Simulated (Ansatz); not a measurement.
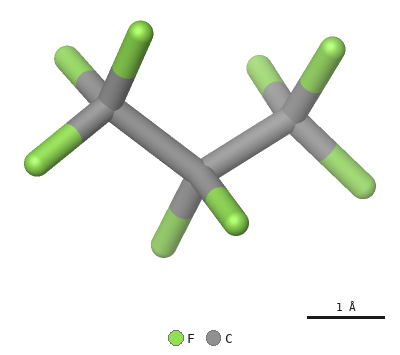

Starting structure of C3F8. Style: stick. Shown at a tilt.

The start comes from PBE-D4/def2-SVP.

The calculation used RKS PBE0-D4/def2-TZVP (Ansatz).

Input file:
```yaml
crystal:
  periodic: [false, false, false]
  atoms:
    - {symbol: F, position_ang: [0.702297, -1.159387, -1.509033]}
    - {symbol: C, position_ang: [-0.370986, -0.407672, -1.217035]}
    - {symbol: F, position_ang: [-1.386677, -1.212222, -0.867828]}
    - {symbol: F, position_ang: [-0.722719, 0.292507, -2.305030]}
    - {symbol: C, position_ang: [-0.041163, 0.582674, -0.061187]}
    - {symbol: F, position_ang: [-1.153674, 1.311113, 0.195497]}
    - {symbol: F, position_ang: [0.946565, 1.406949, -0.484342]}
    - {symbol: C, position_ang: [0.421023, -0.077173, 1.271662]}
    - {symbol: F, position_ang: [0.643088, 0.883263, 2.180477]}
    - {symbol: F, position_ang: [1.554569, -0.770048, 1.082288]}
    - {symbol: F, position_ang: [-0.526922, -0.907104, 1.735231]}
basis:
  gaussian: {orbitals: def2-TZVP}
hamiltonian: {xc: pbe0, dispersion: d4}
relax: {f_tol: 0.005, max_steps: 150}
```

Command:
```bash
ansatz run in.yaml --threads 2 --pin off --events-out ev --progress --plain --max-ram 22528MiB --backend cuda --devices 0, --max-vram 18GiB
```

What does the optimiser find from here?

F1 moves most after the best rigid fit: 0.036 Å. By element the largest moves are F 0.036 Å, C 0.007 Å. Near-neighbour distances that change, for instance: C5–F6 1.354 → 1.338 Å, C2–F3 1.342 → 1.325 Å, C2–C5 1.557 → 1.551 Å. Over 7 geometry steps the energy falls by 5.78 kJ/mol. The largest force component goes from 0.73 to 0.00064 eV/Å. The run took about 21 s of wall time on a shared GPU.

Final geometry:

```xyz
11

F     0.7015   -1.1290   -1.5292
C    -0.3649   -0.4076   -1.2151
F    -1.3529   -1.2219   -0.8723
F    -0.7363    0.2927   -2.2775
C    -0.0403    0.5766   -0.0607
F    -1.1392    1.2972    0.1886
F     0.9369    1.3907   -0.4750
C     0.4146   -0.0785    1.2700
F     0.6538    0.8796    2.1543
F     1.5234   -0.7820    1.0905
F    -0.5311   -0.8751    1.7471
```
